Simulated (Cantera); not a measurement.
Feed: 1 mol CO, 1.5 mol H₂O, 18 mol H₂, at 10.0 mbar.

Method: chemical equilibrium by Gibbs-energy minimisation in Cantera with the NASA 1993 tables (ideal gas, pure condensed phases). Candidate condensed phases: C, C₆H₆, C₇H₈, C₈H₁₈, H₂O; 131 gas species. Ions and electrons are included (thermal ionisation). Rates play no part.

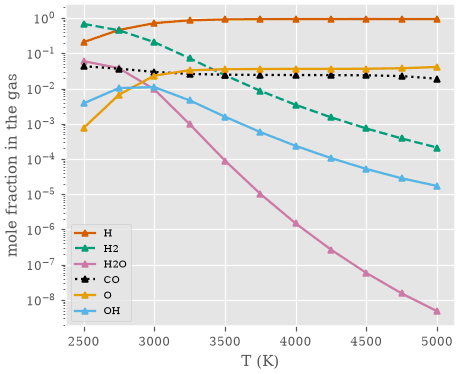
Equilibrium gas composition (values under 1e-9 drawn at 1e-9)

From 2500 K to 5000 K nothing is condensed. The main C-bearing gas is CO throughout.
